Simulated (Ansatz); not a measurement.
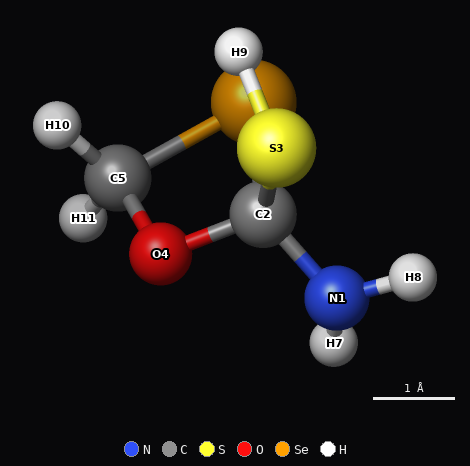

The starting structure (ball-and-stick view, seen at a tilt; atoms are numbered from 1 in the order of the input). Bond lengths as drawn: C–H 1.10 Å, C–N 1.38 Å, C–O 1.40 to 1.41 Å, C–S 1.83 Å, C–Se 1.96 to 2.09 Å, H–N 1.01 to 1.02 Å and H–S 1.35 Å.

## C2H5NOSSe: nudged elastic band (part 1 of 2)

- system: C2H5NOSSe
- method: RKS PBE0-D4/def2-SVP (Ansatz 0.2.0)

It belongs to a series of runs on one base structure; here: band between the two ends. Figures and captions count atoms from 1; the log counts them from 0 in places.

Output:
```
Engine: ansatz 0.2.0, aarch64-unknown-linux-gnu
Functional definition: PBE0
  parameter a = 0.25
  parameter kappa = 0.804
  parameter beta = 0.06672455060314922
  exchange = (1 - a)*pbe_x(kappa = kappa, mu = beta*pi^2/3) + a*exact_x
  correlation = pbe_c(beta = beta)
1410 factors; integrals over basis functions are off by at most 3.8e-4 eV
mean field evaluation 1: about -81837.6353 eV, gradient 5.1e1 eV
mean field evaluation 2: about -81828.2318 eV, gradient 8.0e1 eV
mean field evaluation 4: about -81842.8655 eV, gradient 4.5e0 eV
mean field evaluation 8: about -81842.9494 eV, gradient 5.7e-1 eV
mean field evaluation 16: about -81842.9501 eV, gradient 6.0e-5 eV
mean field -81842.95011875 eV, -3007.6729417199 hartree, gradient 6.0e-5 eV, S^2 0.000000; 0 other end points of the search recorded, 0 dependent functions left out
the calculation of the forces begins
reference -81842.95014267 eV, -3007.6729425990 hartree; 41, 41 occupied and 90, 90 virtual orbitals, 1410 factors
1410 factors; integrals over basis functions are off by at most 5.8e-4 eV
mean field evaluation 32: about -81842.9351 eV, gradient 1.9e-4 eV
mean field -81842.93507254 eV, -3007.6723887821 hartree, gradient 3.7e-5 eV, S^2 0.000000; 0 other end points of the search recorded, 0 dependent functions left out
[... from here on the field's lines of each further geometry are left out, up to the last ...]
NEB iter   1: max|band force component| = 1.628e1 eV/Å  barrier→ = 1.8018 eV  barrier← = 1.7868 eV  Δτ_max = 0.1976 Å  (309 SCF iters)
NEB iter   2: max|band force component| = 2.347e0 eV/Å  barrier→ = 0.3513 eV  barrier← = 0.3364 eV  Δτ_max = 0.1998 Å  (282 SCF iters)
NEB iter   3: max|band force component| = 1.038e0 eV/Å  barrier→ = 0.1841 eV  barrier← = 0.1692 eV  Δτ_max = 0.1997 Å  (273 SCF iters)
NEB iter   4: max|band force component| = 3.998e-1 eV/Å  barrier→ = 0.1584 eV  barrier← = 0.1434 eV  CI = image 6  Δτ_max = 0.0712 Å  (275 SCF iters)
NEB iter   5: max|band force component| = 2.989e-1 eV/Å  barrier→ = 0.1376 eV  barrier← = 0.1227 eV  CI = image 6  Δτ_max = 0.0537 Å  (283 SCF iters)
NEB iter   6: max|band force component| = 1.609e-1 eV/Å  barrier→ = 0.1294 eV  barrier← = 0.1144 eV  CI = image 6  Δτ_max = 0.0554 Å  (283 SCF iters)
NEB iter   7: max|band force component| = 1.978e-1 eV/Å  barrier→ = 0.1236 eV  barrier← = 0.1087 eV  CI = image 6  Δτ_max = 0.0281 Å  (283 SCF iters)
NEB iter   8: max|band force component| = 1.233e-1 eV/Å  barrier→ = 0.1201 eV  barrier← = 0.1052 eV  CI = image 6  Δτ_max = 0.0279 Å  (280 SCF iters)
NEB iter   9: max|band force component| = 1.158e-1 eV/Å  barrier→ = 0.1167 eV  barrier← = 0.1018 eV  CI = image 6  Δτ_max = 0.0281 Å  (283 SCF iters)
NEB iter  10: max|band force component| = 1.058e-1 eV/Å  barrier→ = 0.1133 eV  barrier← = 0.0984 eV  CI = image 6  Δτ_max = 0.0280 Å  (273 SCF iters)
NEB iter  11: max|band force component| = 9.257e-2 eV/Å  barrier→ = 0.1100 eV  barrier← = 0.0951 eV  CI = image 6  Δτ_max = 0.0280 Å  (273 SCF iters)
NEB iter  12: max|band force component| = 7.725e-2 eV/Å  barrier→ = 0.1070 eV  barrier← = 0.0921 eV  CI = image 6  Δτ_max = 0.0559 Å  (276 SCF iters)
NEB iter  13: max|band force component| = 5.108e-2 eV/Å  barrier→ = 0.1030 eV  barrier← = 0.0880 eV  CI = image 6  Δτ_max = 0.0347 Å  (277 SCF iters)
NEB iter  14: max|band force component| = 3.846e-2 eV/Å  barrier→ = 0.1026 eV  barrier← = 0.0877 eV  CI = image 6  Δτ_max = 0.0144 Å  (267 SCF iters)
the calculation of the forces begins
reference -81842.91965760 eV, -3007.6718222933 hartree; 41, 41 occupied and 90, 90 virtual orbitals, 1410 factors
1410 factors; integrals over basis functions are off by at most 3.9e-4 eV
mean field evaluation 1216: about -81842.8471 eV, gradient 1.1e-3 eV
mean field -81842.84711802 eV, -3007.6691565129 hartree, gradient 1.5e-5 eV, S^2 0.000000; 1 other end points of the search recorded, 0 dependent functions left out
the calculation of the forces begins
reference -81842.84714205 eV, -3007.6691573963 hartree; 41, 41 occupied and 90, 90 virtual orbitals, 1410 factors
NEB iter  15: max|band force component| = 2.610e-2 eV/Å  barrier→ = 0.1027 eV  barrier← = 0.0878 eV  CI = image 6  Δτ_max = 0.0000 Å  (494 SCF iters)
```

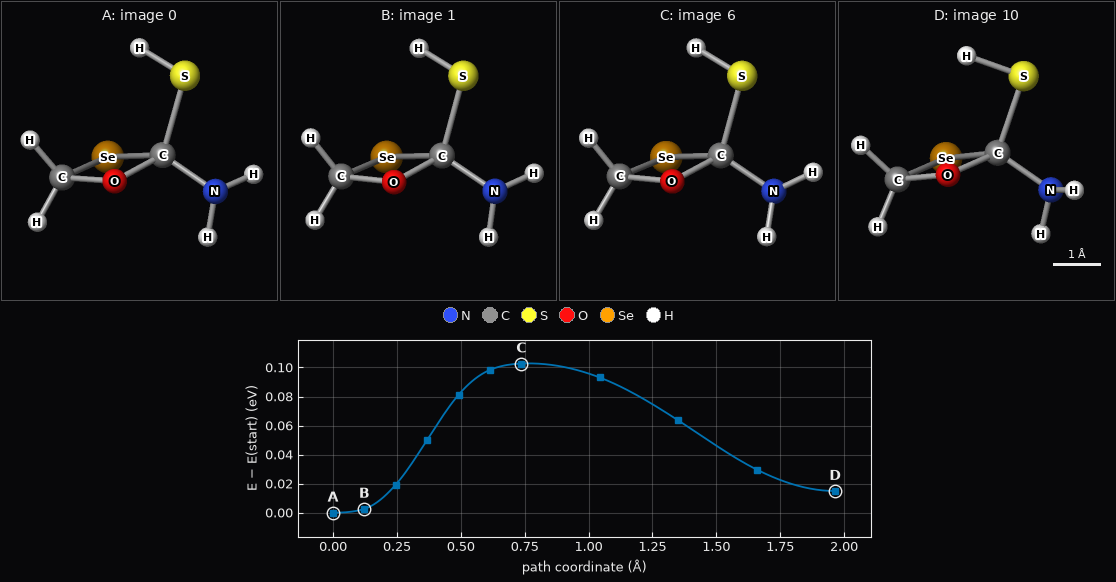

Images of the last band (counted from 0; ball-and-stick, seen at a tilt) above the energy along the path; the line is a cubic interpolation that uses the forces. The highest image is number 6, 0.103 eV above the start and 0.088 eV above the end (the climbing image); the end lies 0.015 eV above the start. The path is 1.97 Å long. The band converged in 15 iterations.

```
Total energy: -81843.13552071 eV, -3007.6797551165 hartree
Atom 0 at    -1.531099    -0.799858     0.555761 Å, force    -0.014911     0.010143    -0.010528 eV/Å
Atom 1 at    -0.442375     0.014027     0.310521 Å, force     0.007737    -0.006672    -0.014603 eV/Å
Atom 2 at    -0.884679     1.715017     0.827233 Å, force    -0.011928     0.008488     0.000424 eV/Å
Atom 3 at     0.012863    -0.101240    -1.016475 Å, force    -0.004016    -0.003487     0.015291 eV/Å
Atom 4 at     1.413472    -0.199169    -0.897215 Å, force     0.004058     0.003966    -0.000188 eV/Å
Atom 5 at     1.407607    -0.545049     1.030304 Å, force     0.000674    -0.010838    -0.002551 eV/Å
Atom 6 at    -1.615053    -1.594654    -0.065849 Å, force     0.011398    -0.002044     0.003775 eV/Å
Atom 7 at    -2.400297    -0.371349     0.844534 Å, force     0.007144     0.001360     0.008289 eV/Å
Atom 8 at     0.375448     2.107452     1.097303 Å, force     0.001205    -0.002818    -0.000853 eV/Å
Atom 9 at     1.923727     0.743212    -1.157526 Å, force    -0.000671     0.000821    -0.001099 eV/Å
Atom 10 at     1.805883    -1.025489    -1.507891 Å, force    -0.000690     0.001081     0.002043 eV/Å
Dipole moment:    -0.071064    -0.103637    -0.144306 e Å
this run last wrote the band of iteration 15 to [file]
```

The last band as extended XYZ (Å, eV, eV/Å):
```
11
Properties=species:S:1:pos:R:3:forces:R:3 image=0 energy=-81843.23819
N    -1.6660   -0.6522    0.2851   -0.0048  -0.0010   0.0039
C    -0.5007    0.0897    0.2022    0.0056  -0.0004  -0.0001
S    -0.9075    1.7858    0.7587   -0.0074  -0.0013  -0.0002
O     0.0320   -0.0192   -1.0836   -0.0021  -0.0012  -0.0036
C     1.4111   -0.2168   -0.8790    0.0003  -0.0001   0.0019
Se    1.2859   -0.5852    1.0406   -0.0003  -0.0002  -0.0017
H    -1.5601   -1.6069   -0.0435    0.0025   0.0032  -0.0002
H    -2.1549   -0.5826    1.1701   -0.0017  -0.0007  -0.0014
H     0.3456    2.0993    1.1432    0.0059   0.0022   0.0015
H     1.9987    0.6911   -1.0931    0.0007   0.0005   0.0000
H     1.7815   -1.0600   -1.4802    0.0012  -0.0009  -0.0001
11
Properties=species:S:1:pos:R:3:forces:R:3 image=1 energy=-81843.23553
N    -1.6659   -0.6582    0.2964   -0.0169   0.0071  -0.0195
C    -0.4972    0.0705    0.2018    0.0032   0.0057  -0.0066
S    -0.8865    1.7782    0.7410   -0.0059   0.0155  -0.0084
O     0.0301   -0.0607   -1.0835    0.0004   0.0084  -0.0091
C     1.4161   -0.2067   -0.8816   -0.0054  -0.0002   0.0005
Se    1.3061   -0.5850    1.0368   -0.0237  -0.0114  -0.0007
H    -1.5857   -1.6201   -0.0156    0.0138   0.0012   0.0028
H    -2.1970   -0.5372    1.1498    0.0356  -0.0181   0.0269
H     0.3619    2.0695    1.1577   -0.0037   0.0010  -0.0002
H     1.9668    0.7248   -1.0944    0.0074  -0.0059   0.0123
H     1.8167   -1.0321   -1.4876   -0.0050  -0.0033   0.0020
11
Properties=species:S:1:pos:R:3:forces:R:3 image=2 energy=-81843.21881
N    -1.6468   -0.6758    0.3236   -0.0553   0.0372  -0.0773
C    -0.4867    0.0546    0.2209   -0.0152   0.0173  -0.0389
S    -0.8819    1.7620    0.7589   -0.0007   0.0300  -0.0288
O     0.0312   -0.0826   -1.0674    0.0072   0.0175  -0.0280
C     1.4225   -0.2017   -0.8845   -0.0083  -0.0010   0.0021
Se    1.3486   -0.5679    1.0369   -0.0620  -0.0220  -0.0007
H    -1.6078   -1.6284   -0.0181    0.0278  -0.0049   0.0342
H    -2.2613   -0.4974    1.1057    0.0943  -0.0542   0.0891
H     0.3699    2.0676    1.1543   -0.0052  -0.0096   0.0116
H     1.9514    0.7376   -1.1185    0.0170  -0.0076   0.0292
H     1.8265   -1.0251   -1.4912    0.0005  -0.0026   0.0076
11
Properties=species:S:1:pos:R:3:forces:R:3 image=3 energy=-81843.18800
N    -1.6161   -0.7028    0.3708   -0.0798   0.0746  -0.1266
C    -0.4750    0.0427    0.2435   -0.0189   0.0135  -0.0556
S    -0.8819    1.7487    0.7760    0.0003   0.0368  -0.0322
O     0.0298   -0.0966   -1.0507    0.0162   0.0167  -0.0347
C     1.4251   -0.2003   -0.8872   -0.0019  -0.0001   0.0061
Se    1.3832   -0.5528    1.0367   -0.0548  -0.0178   0.0018
H    -1.6228   -1.6281   -0.0356    0.0198  -0.0248   0.0497
H    -2.3164   -0.4619    1.0554    0.0930  -0.0741   0.1360
H     0.3726    2.0761    1.1437   -0.0037  -0.0173   0.0197
H     1.9406    0.7421   -1.1372    0.0201  -0.0050   0.0251
H     1.8265   -1.0243   -1.4948    0.0097  -0.0026   0.0108
11
Properties=species:S:1:pos:R:3:forces:R:3 image=4 energy=-81843.15703
N    -1.5822   -0.7362    0.4319   -0.0510   0.0659  -0.0913
C    -0.4636    0.0324    0.2657   -0.0071   0.0067  -0.0472
S    -0.8831    1.7381    0.7887    0.0005   0.0302  -0.0259
O     0.0256   -0.1061   -1.0369    0.0234   0.0099  -0.0304
C     1.4240   -0.2003   -0.8900    0.0035   0.0021   0.0053
Se    1.4039   -0.5423    1.0358   -0.0290  -0.0069   0.0009
H    -1.6298   -1.6196   -0.0545   -0.0044  -0.0305   0.0256
H    -2.3573   -0.4278    0.9967    0.0413  -0.0556   0.1219
H     0.3731    2.0864    1.1306   -0.0055  -0.0174   0.0190
H     1.9320    0.7436   -1.1494    0.0145  -0.0020   0.0123
H     1.8230   -1.0253   -1.4979    0.0138  -0.0023   0.0098
11
Properties=species:S:1:pos:R:3:forces:R:3 image=5 energy=-81843.13990
N    -1.5525   -0.7704    0.4966   -0.0169   0.0245  -0.0107
C    -0.4528    0.0226    0.2881    0.0135  -0.0011  -0.0198
S    -0.8839    1.7277    0.8033   -0.0060   0.0151  -0.0165
O     0.0194   -0.1101   -1.0249    0.0298   0.0054  -0.0275
C     1.4200   -0.2006   -0.8931   -0.0032   0.0020   0.0000
Se    1.4125   -0.5383    1.0341   -0.0187  -0.0003  -0.0027
H    -1.6280   -1.6055   -0.0668   -0.0146  -0.0137  -0.0039
H    -2.3844   -0.3963    0.9266    0.0012  -0.0210   0.0603
H     0.3738    2.0970    1.1151   -0.0024  -0.0114   0.0120
H     1.9252    0.7434   -1.1567    0.0058   0.0015   0.0014
H     1.8162   -1.0265   -1.5016    0.0116  -0.0010   0.0074
11
Properties=species:S:1:pos:R:3:forces:R:3 image=6 energy=-81843.13550
N    -1.5311   -0.7999    0.5558   -0.0149   0.0101  -0.0105
C    -0.4424    0.0140    0.3105    0.0077  -0.0067  -0.0146
S    -0.8847    1.7150    0.8272   -0.0119   0.0085   0.0004
O     0.0129   -0.1012   -1.0165   -0.0040  -0.0035   0.0153
C     1.4135   -0.1992   -0.8972    0.0041   0.0040  -0.0002
Se    1.4076   -0.5450    1.0303    0.0007  -0.0108  -0.0026
H    -1.6151   -1.5947   -0.0658    0.0114  -0.0020   0.0038
H    -2.4003   -0.3713    0.8445    0.0071   0.0014   0.0083
H     0.3754    2.1075    1.0973    0.0012  -0.0028  -0.0009
H     1.9237    0.7432   -1.1575   -0.0007   0.0008  -0.0011
H     1.8059   -1.0255   -1.5079   -0.0007   0.0011   0.0020
11
Properties=species:S:1:pos:R:3:forces:R:3 image=7 energy=-81843.14511
N    -1.5220   -0.8127    0.6125    0.0116   0.0039   0.0153
C    -0.4353    0.0157    0.3504   -0.0010  -0.0075   0.0111
S    -0.8820    1.6926    0.9264    0.0027  -0.0020   0.0243
O     0.0033   -0.0310   -0.9951    0.0027   0.0154  -0.0003
C     1.3977   -0.1953   -0.8945   -0.0104   0.0005  -0.0011
Se    1.3785   -0.6064    1.0229   -0.0083  -0.0133  -0.0022
H    -1.5372   -1.6324    0.0144    0.0124  -0.0100   0.0175
H    -2.4245   -0.3518    0.6649   -0.0073   0.0003  -0.0413
H     0.3827    2.1534    0.9764    0.0021   0.0097  -0.0254
H     1.9499    0.7305   -1.1279    0.0066  -0.0002   0.0079
H     1.7544   -1.0197   -1.5298   -0.0112   0.0031  -0.0059
```
